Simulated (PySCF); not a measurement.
System: C₂H₆AlCl₂ (SMILES C[CH2][AlH-]([Cl])[Cl]) (charge −1).

```xyz
11

C    -1.3542    0.0906   -0.1084
C    -0.0283   -0.5441    0.3037
Al    1.5840    0.1377   -0.6461
Cl    1.7222    2.3362   -0.2807
Cl    3.3612   -0.8188    0.2971
H    -1.3468    1.1790    0.0719
H    -1.5526   -0.0449   -1.1867
H    -2.2297   -0.3219    0.4305
H     0.1409   -0.4013    1.3880
H    -0.0654   -1.6410    0.1534
H     1.6399   -0.1106   -2.2408
```

Geometry: PBE0-D3(BJ)/ma-def2-SVP.

Method: DFT single point, gas phase, functional wB97X in PySCF 2.14.0, density-fitted response routines.

What will maps of the electron density and electron localisation function show?

Answer. C–C (1.53 Å): ρ is about 1.6 e/Å³ halfway; the ELF peaks at about 0.95 between the atoms; localised, covalent bonding.
C–Al (1.99 Å): the density is about 0.7 e/Å³ at the midpoint; the ELF peaks at about 1 between the atoms (a shared but strongly polarised pair).
Al–Cl (2.23 Å): ρ is about 0.55 e/Å³ halfway; the ELF peaks at about 0.90 in the valence shell of Cl, 0.9 Å from its nucleus, and is about 0.85 at the midpoint.
C–H (1.11 Å): ρ at the midpoint is about 1.8 e/Å³; the ELF climbs to about 1 towards the hydrogen, as it does in any bond to H (an ordinary covalent bond to hydrogen).

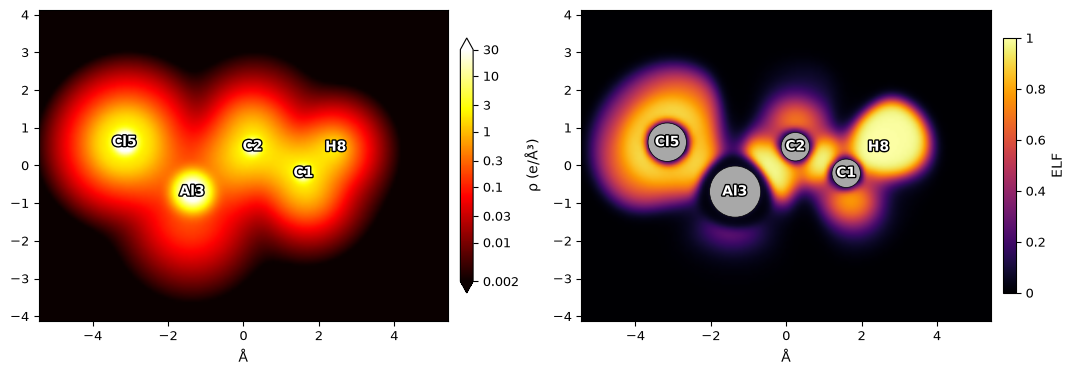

Computed electron density and electron localisation function on the plane of atoms C2, Al3 and Cl5, in this order. Grey discs cover the atomic cores in the ELF map. 
